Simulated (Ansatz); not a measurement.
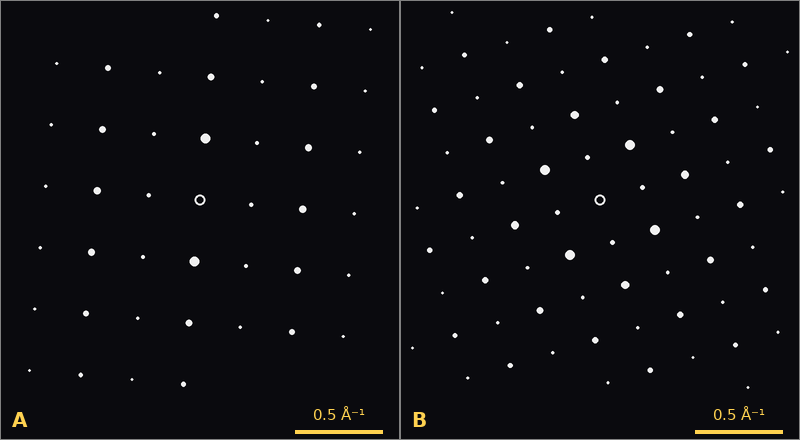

Kinematic electron diffraction patterns (120 kV, B = 0.5 Å², same scale, each along a low-index zone) of two structures of composition SrTi, each relaxed at zero pressure with DFT PBE, scalar-relativistic, plane waves, PAW (Ansatz 0.2.0). The runs are not spin-polarised.

The structures (standard cells):
1. Pm-3m (No. 221), a = 3.921 Å, 2 atoms; generated start, possibly hypothetical
2. P4/mmm (No. 123), a = 3.369 Å, c = 5.157 Å, 2 atoms; generated start, possibly hypothetical

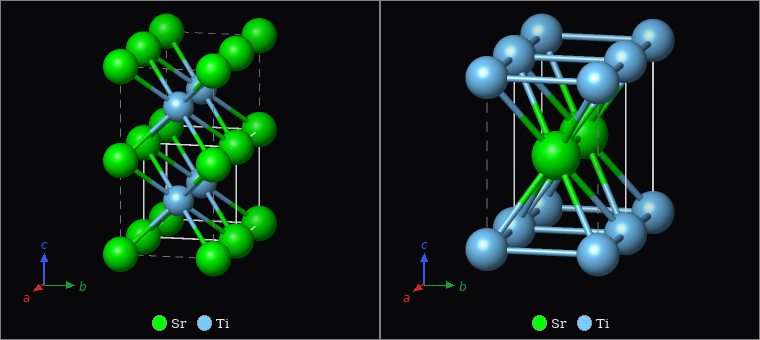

Drawings of the structures 1 to 2, from left to right (each may span several cells).

Which pattern belongs to which structure, and along which zone?

Answer. A is structure 2 along [101] or an equivalent direction: rectangular net of 0 1 0 at d = 3.37 Å and 1 0 -1 at d = 2.82 Å, 90.0° apart. B is structure 1 along [001] or an equivalent direction: square net of 1 0 0 at d = 3.92 Å and 0 1 0 at d = 3.92 Å, 90.0° apart.

Which structure lies lowest at this level of theory, and by how much?

Answer. Structure 2 (P4/mmm, 29.27 Å³ an atom) is the lowest of these; structure 1 (Pm-3m, 30.13 Å³ an atom) lies about 93 meV an atom higher. These are static energies at 0 K; other structures, not shown, may lie lower still.
